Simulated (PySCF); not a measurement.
Vertical excitations of a molecule C4H12O3Sn from TDDFT-LC-ωPBE/def2-SVP (PySCF), as energy in eV (oscillator strength): 6.91 (0.200), 7.02 (0.036), 7.03 (0.032), 8.11 (0.106), 8.13 (0.108), 8.24 (0.147), 8.82 (0.023), 8.84 (0.134), 8.88 (0.021), 9.24 (0.031). Lowest triplet (TDA): 5.94 eV. The structure is a stationary point at PBE0-D3(BJ)/def2-SVP. The def2 effective core potentials stand for the cores of Sn; spin–orbit coupling is left out. The values are those of a single conformer.

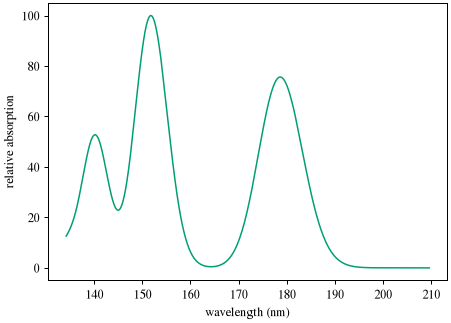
Fig. 1. The lines broadened by 0.4 eV.

Q: Which structure fits?
A) CCC[CH2][Sn]([OH])([OH])[OH]
B) C[C](C)(C)[Sn]([OH])([OH])[OH]
C) CC[O][SnH]([O]C)[O]C
D) C[O][Sn]([CH3])([O]C)[O]C

A: A, CCC[CH2][Sn]([OH])([OH])[OH]
